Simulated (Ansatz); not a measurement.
Abstraction of H: how K changes with temperature for SiH2(OH)(SiH3) + N2H3 ⇌ SiH2(OH)(SiH2) + N2H4

Species: SiH2(OH)(SiH3) (disilanol), singlet; N2H3 (hydrazinyl radical) `[NH]N`, doublet; SiH2(OH)(SiH2), doublet; N2H4 (hydrazine) `NN`, singlet. A radical takes H: the energy is the difference in strength between the Si–H bond broken and the N–H bond made.

The electronic reaction energy at CCSD(T)/CBS estimate is +13.5 kJ/mol. Shapes: PBE0-D4/def2-TZVP. Flexible molecules stand in one conformer, not always the lowest. Programs: Ansatz 0.2.0. Enthalpy and entropy come from rigid-rotor, harmonic-oscillator sums on unscaled PBE0-D4/def2-TZVP wavenumbers, ideal gases at 1 bar; R ln 2 is added for the mirror twin of the chiral shape of SiH2(OH)(SiH3), N2H3, SiH2(OH)(SiH2), N2H4. Symmetry numbers: SiH2(OH)(SiH3) 1, N2H3 1, SiH2(OH)(SiH2) 1, N2H4 2. R = 8.3145 J/(mol K).

```
T (K)  ΔH (kJ/mol)  ΔS (J/(mol K))
  800        +23.6            -3.0
 1100            ?               ?
 1400        +21.2            -5.3
```

Work out ln K at 800 and 1400 K, and from these estimate it at 1100 K.


1. 800 K: ΔG = +23.6 − 800 × (-3.0)/1000 = +26.0 kJ/mol; ln K = −ΔG/RT = -3.91.
2. 1400 K: ΔG = +21.2 − 1400 × (-5.3)/1000 = +28.6 kJ/mol; ln K = −ΔG/RT = -2.46.
3. Slope against 1000/T: (-2.46 − (-3.91))/(0.7143 − 1.2500) = -2.71, that is −ΔH/R with ΔH near +23 kJ/mol.
4. 1100 K: ln K = -3.91 + (-2.71) × (0.9091 − 1.2500) = -2.99.

The full sums give ΔH = +22.4 kJ/mol, ΔS = -4.3 J/(mol K), ΔG = +27.1 kJ/mol and ln K = -2.96 at 1100 K, so the line is off by -0.03 in ln K; without rounding the miss is -0.02, from the change of ΔH with temperature. The reactants are favoured over this whole range. An error of 10 kJ/mol in the energy moves ln K by 1.1 at 1100 K. Soft modes are treated as harmonic, which can err either way at these temperatures; the lowest are those of SiH2(OH)(SiH3) (101 cm⁻¹), SiH2(OH)(SiH2) (66 cm⁻¹). Other conformers aren't counted. Open shells run unrestricted. The CBS estimate extrapolates MP2 from def2-TZVPP and def2-QZVPP and adds CCSD(T) − MP2 in the triple-zeta set, cores frozen.

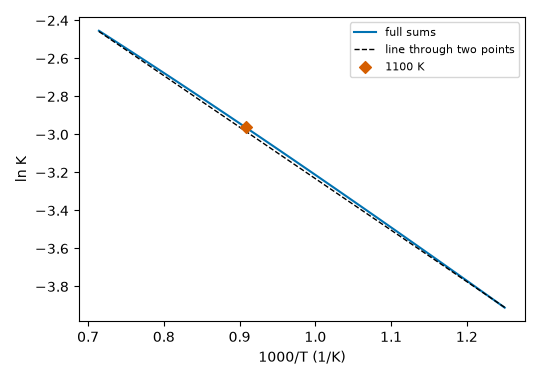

The van 't Hoff plot.
